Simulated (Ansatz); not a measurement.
## Electronic structure of F2H2O2Ti···HBr in real space

The calculation's input:

```
crystal:
  periodic: [false, false, false]
  atoms:
    - { symbol: Ti, position_ang: [-0.095625, -0.18604, -0.002774] }
    - { symbol: O, position_ang: [-0.07967, -0.25384, 1.877368] }
    - { symbol: H, position_ang: [-0.909582, -0.124029, 2.375056] }
    - { symbol: O, position_ang: [1.572129, -0.266012, -0.606384] }
    - { symbol: H, position_ang: [2.155433, -1.001944, -0.864703] }
    - { symbol: F, position_ang: [-0.958623, 1.214385, -0.611485] }
    - { symbol: F, position_ang: [-0.968464, -1.604983, -0.549917] }
    - { symbol: Br, position_ang: [1.637387, 2.791545, 1.48204] }
    - { symbol: H, position_ang: [1.166216, 1.537819, 2.174299] }
basis:
  gaussian: { orbitals: def2-SVP }
hamiltonian:
  xc: pbe
  dispersion: d4
relax:
  f_tol: 0.03
  max_steps: 50
output:
  orbitals: {}
```

Command:

```sh
ansatz run input.yaml --threads 4 --pin off --max-ram 5120MiB --backend cpu --events-out ev --progress --plain --runs-dir out
```

The fields are those of the run's last geometry, not of the input's.

Computed with RKS PBE-D4/def2-SVP in Ansatz.

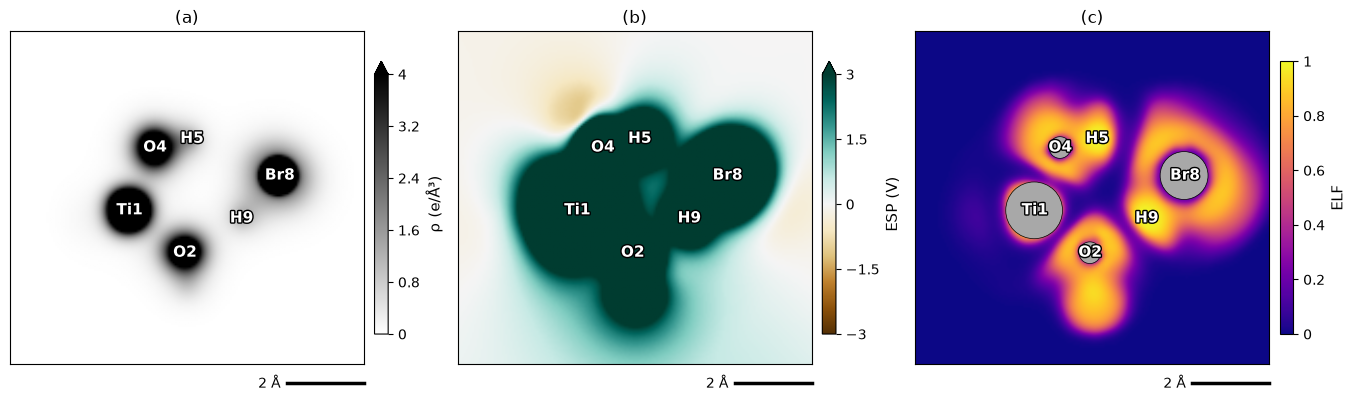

Figure 1. (a) electron density; (b) electrostatic potential; (c) electron localisation function on the plane of atoms Ti1, O4 and H5. Grey discs cover the atomic cores in the ELF map.

Q: What does the map show?

A:
- The section cuts through Ti, O, H and Br sites.
- O2···H9 (1.72 Å): the density falls to about 0.31 e/Å³ on the way; the ELF dips to about 0.20 between them.
- Ti–O (1.77 Å): ρ at the midpoint is about 1.1 e/Å³; the ELF peaks at about 0.85 in the valence shell of O, 0.5 Å from its nucleus, and is about 0.30 at the midpoint.
- O–H (0.99 Å): the density is about 3.4 e/Å³ at the midpoint; the ELF climbs to about 1 towards the hydrogen, as it does in any bond to H (an ordinary covalent bond to hydrogen).
- Ti–O (1.83 Å): the density is about 0.92 e/Å³ at the midpoint; the ELF peaks at about 0.85 in the valence shell of O, 0.5 Å from its nucleus, and drops to about 0.20 between the two atoms.
- Br–H (1.48 Å): the density is about 1.5 e/Å³ at the midpoint; the ELF climbs to about 1 towards the hydrogen.
- The ELF also peaks beside Br8, away from the bonds: lone-pair regions.
- Outside the dense part of the complex the potential is most negative (−1.1 V) near O4.

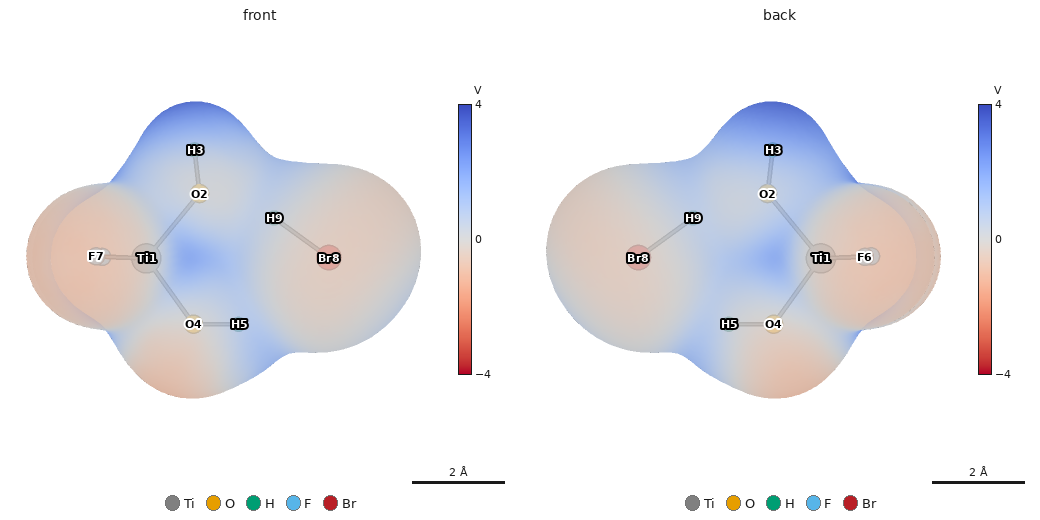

Figure 2. The electrostatic potential painted on the density surface at 0.002 e/bohr³, seen from the front and from behind; red is negative and blue positive.

Q: Describe the electrostatic potential map.

A: The most negative region (about −0.9 V) lies over O4, F6 and F7, the most positive (about +3.2 V) over H3. Br8 shows a σ-hole: about +0.5 V at the tip opposite its bond, against about −0.1 V on its flanks.

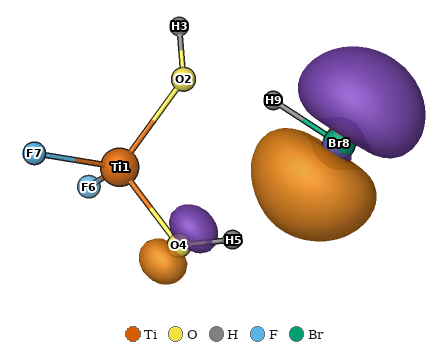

Figure 3. The HOMO−1 at ±0.15 Å⁻³ᐟ² (orange and purple are the two phases), seen at an oblique angle.

Q: What is the character of this orbital?

A: Its weight (Hirshfeld) is mainly on Br8 (about 85 %); largely a lone pair of Br8. Its energy is −7.26 eV.
